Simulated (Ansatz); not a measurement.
# BLYP/6-311+G(d,p) run of HNO3 (peroxynitrous acid)

Aim: the energy change on altering one bond length of HNO3 (peroxynitrous acid) at BLYP/6-311+G**, from 2 runs. 

Program for the calculation: Ansatz 0.2.0.

51 further runs of the same task are left out: 51 set aside as unsound or not needed.

## (1) The molecule

The species is HNO3 (5 atoms), meant as a singlet with charge 0. SMILES: `O=NOO`. Geometry: relaxed at PBE0-D4/def2-TZVP. This is one conformer, not always the lowest.

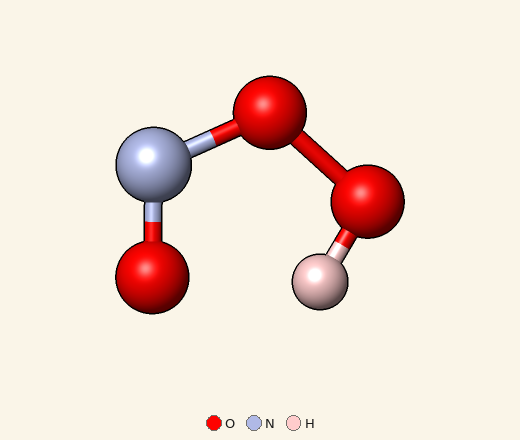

Viewed from a chosen angle; oxygen red, nitrogen light blue, hydrogen pink.

## (2) The energy at BLYP/6-311+G(d,p)

File run.yaml:

```yaml
crystal:
  periodic: [false, false, false]
  atoms:
    - {symbol: O, position_ang: [0.136350, -0.835310, 0.979060]}
    - {symbol: "N", position_ang: [-0.871770, -0.628300, 0.400790]}
    - {symbol: O, position_ang: [-0.775090, 0.288530, -0.589000]}
    - {symbol: O, position_ang: [0.508600, 0.826880, -0.747550]}
    - {symbol: H, position_ang: [1.001920, 0.348200, -0.043280]}
basis:
  gaussian:
    orbitals: 6-311+G_st__st_.json
hamiltonian:
  xc: {name: BLYP}
accuracy: high
output: {orbitals: {seedname: orbitals}}
```

The basis set 6-311+G** is read from a file made from the Basis Set Exchange's data (not shown).

Command:

```console
$ ansatz run run.yaml --threads 1 --pin off --max-ram 3480MiB --events-out events.jsonl --progress --plain --runs-dir runs
```

Standard output:

```text
Warning: RAYON_NUM_THREADS=1 ignored (pool sized by the plan → 1); use --threads N
Functional definition: BLYP
  name "BLYP"
  parameter beta = 0.0042
  parameter a = 0.04918
  parameter b = 0.132
  parameter c = 0.2533
  parameter d = 0.349
  exchange = b88_x(beta = beta)
  correlation = lyp_c(a = a, b = b, c = c, d = d)
1794 factors; integrals over basis functions are off by at most 2.9e-9 eV
mean field evaluation 1: about -7639.6862 eV, gradient 5.5e1 eV
mean field evaluation 2: about -7620.8917 eV, gradient 1.2e2 eV
mean field evaluation 4: about -7643.7775 eV, gradient 1.4e1 eV
mean field evaluation 8: about -7644.1401 eV, gradient 1.2e-1 eV
mean field evaluation 16: about -7644.1441 eV, gradient 2.1e-5 eV
mean field -7644.14405416 eV, -280.9171126035 hartree, gradient 3.6e-8 eV, S^2 0.000000; 0 other end points of the search recorded, 0 dependent functions left out
reference -7644.14409913 eV, -280.9171142562 hartree; 16, 16 occupied and 78, 78 virtual orbitals, 1794 factors
Total energy: -7644.14409913 eV, -280.9171142562 hartree
```

Wall time 4.2 s (1 thread of Arm Neoverse V2, shared host); peak memory 0.21 GiB.

## (3) The distorted shape at the same level

File job.yaml:

```yaml
crystal:
  periodic: [false, false, false]
  atoms:
    - {symbol: O, position_ang: [-0.505486, -1.104481, 1.058334]}
    - {symbol: "N", position_ang: [-1.513606, -0.897471, 0.480064]}
    - {symbol: O, position_ang: [-1.416926, 0.019359, -0.509726]}
    - {symbol: O, position_ang: [0.508600, 0.826880, -0.747550]}
    - {symbol: H, position_ang: [1.001920, 0.348200, -0.043280]}
basis:
  gaussian:
    orbitals: 6-311+G_st__st_.json
hamiltonian:
  xc: {name: BLYP}
accuracy: high
output: {orbitals: {seedname: orbitals}}
```

The basis set 6-311+G** is read from a file made from the Basis Set Exchange's data (not shown).

Command:

```console
$ ansatz run job.yaml --threads 1 --pin off --max-ram 3480MiB --events-out events.jsonl --progress --plain --runs-dir runs
```

Standard output:

```text
Warning: RAYON_NUM_THREADS=1 ignored (pool sized by the plan → 1); use --threads N
Functional definition: BLYP
  name "BLYP"
  parameter beta = 0.0042
  parameter a = 0.04918
  parameter b = 0.132
  parameter c = 0.2533
  parameter d = 0.349
  exchange = b88_x(beta = beta)
  correlation = lyp_c(a = a, b = b, c = c, d = d)
1757 factors; integrals over basis functions are off by at most 3.2e-9 eV
mean field evaluation 1: about -7632.3503 eV, gradient 7.7e1 eV
mean field evaluation 2: about -7433.4391 eV, gradient 2.5e2 eV
mean field evaluation 4: about -7628.9606 eV, gradient 7.5e1 eV
mean field evaluation 8: about -7643.2499 eV, gradient 5.2e0 eV
mean field evaluation 16: about -7643.3151 eV, gradient 4.9e-4 eV
mean field evaluation 32: about -7639.0819 eV, gradient 1.0e0 eV
mean field -7643.31514547 eV, -280.8866507710 hartree, gradient 6.4e-8 eV, S^2 0.000000; 2 other end points of the search recorded, 0 dependent functions left out
reference -7643.31519274 eV, -280.8866525080 hartree; 16, 16 occupied and 78, 78 virtual orbitals, 1757 factors
Total energy: -7643.31519274 eV, -280.8866525080 hartree
```

Wall time 4.5 s (1 thread of Arm Neoverse V2, shared host); peak memory 0.2 GiB.

## (4) Outcome

At BLYP/6-311+G**:

```
                                                         quantity          value
                                        first shape: total energy  -280.91711 Eh
                                         first shape: HOMO energy       -7.56 eV
                                         first shape: LUMO energy       -3.77 eV
                                       first shape: HOMO–LUMO gap        3.79 eV
                                    distorted shape: total energy  -280.88665 Eh
                                     distorted shape: HOMO energy       -7.51 eV
                                     distorted shape: LUMO energy       -6.65 eV
                                   distorted shape: HOMO–LUMO gap        0.86 eV
energy change with the O3–O4 bond stretched from 1.401 to 2.101 Å       0.829 eV
```

One bond (distorted shape) is far stretched, which a spin-restricted single reference describes badly; a broken-symmetry solution may lie lower. With the O3–O4 bond stretched from 1.401 to 2.101 Å the energy rises by 0.83 eV (19.1 kcal/mol). The first shape isn't relaxed at this level, so the change isn't measured from a minimum. A restricted reference can't describe the breaking bond well at this length.
